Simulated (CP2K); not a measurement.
Consider methoxypyrazine at its PBE geometry (Å).

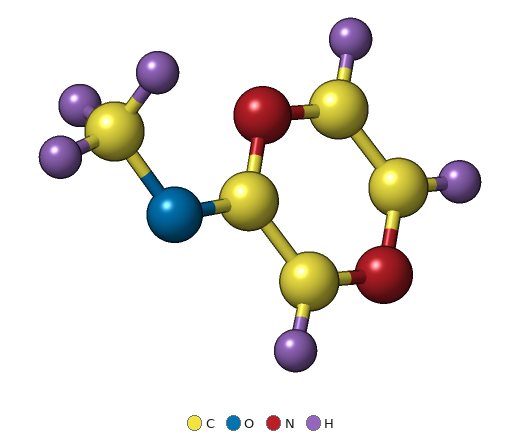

The molecule (carbon yellow, oxygen blue, nitrogen red, hydrogen purple).

```xyz
14

C    -2.4547    0.4781   -0.0480
O    -1.5684   -0.6550   -0.2107
C    -0.2432   -0.4043   -0.0913
C     0.6325   -1.5075   -0.2222
N     1.9490   -1.3559   -0.1193
C     2.3986   -0.1023    0.1161
C     1.5279    0.9743    0.2425
N     0.1898    0.8333    0.1397
H    -2.3334    0.9243    0.9475
H    -3.4608    0.0670   -0.1706
H    -2.2498    1.2429   -0.8081
H     0.2368   -2.5077   -0.4102
H     3.4779    0.0283    0.2031
H     1.8977    1.9845    0.4316
```

Method: CP2K XAS_TDP, all-electron GAPW, PBEh(45%), aug-cc-pVDZ, TDA, no relativity.

**Question.** Predict the bright core excitations at the C K edge.

Leading lines: C1 284.95 eV, C3 283.35 eV, C4 281.50 eV, C6 281.95 eV and C7 281.66 eV. The leading line of an atom is its first one with 35 % of the strongest within 2.5 eV of its lowest line over the strength cut. 

The first six lines of each atom with a strength over 0.0015:

```
                     atom  energy (eV)  states  strength, one atom
 C1 (bonded to O and 3 H)       284.95       1              0.0437
                                285.70       1              0.0049
                                286.10       1              0.0239
                                286.24       1              0.0182
                                286.87       1              0.0043
                                287.04       1              0.0044
C3 (bonded to C, N and O)       283.35       1              0.0602
                                284.93       1              0.0052
                                287.93       1              0.0111
                                288.24       1              0.0069
                                289.23       1              0.0027
                                289.40       1              0.0037
C4 (bonded to C, N and H)       281.50       1              0.0472
                                283.92       1              0.0051
                                285.56       1              0.0104
                                286.29       1              0.0054
                                286.83       1              0.0025
                                286.89       1              0.0033
C6 (bonded to C, N and H)       281.95       1              0.0508
                                282.98       1              0.0029
                                285.11       1              0.0114
                                286.11       1              0.0029
                                286.60       1              0.0023
                                286.87       1              0.0016
C7 (bonded to C, N and H)       281.66       1              0.0537
                                283.91       1              0.0030
                                285.37       1              0.0126
                                286.39       1              0.0027
                                286.81       1              0.0029
                                287.67       1              0.0019
```

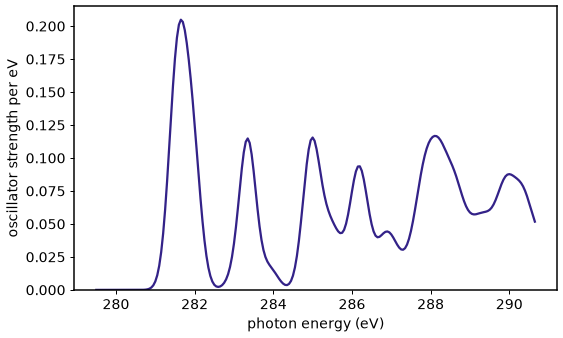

All atoms added, broadened by 0.5 eV.

Lines are vertical, at one geometry, with no vibrational structure. Without a correction of the core level, line positions, and the gaps between valence and Rydberg lines, follow the share of exact exchange. At this level such K lines come out 3 to 6 eV under measured ones. These values hold no scalar relativity, about 0.1 eV for C 1s. Rydberg lines, and the discretised continuum above threshold, depend on the basis and the box.

[Banner, clock and machine lines of the logs are left out without a mark of their own.]

[Logs are printed without paths, hosts, clocks, repeated set-up lines and the standing remarks that a program may print on its own settings, such as how far it seeks lower states.]

[Hosts, paths, dates, database ids (printed as entryN), source tags and the programs' standing remarks are cut or masked in the printed files.]
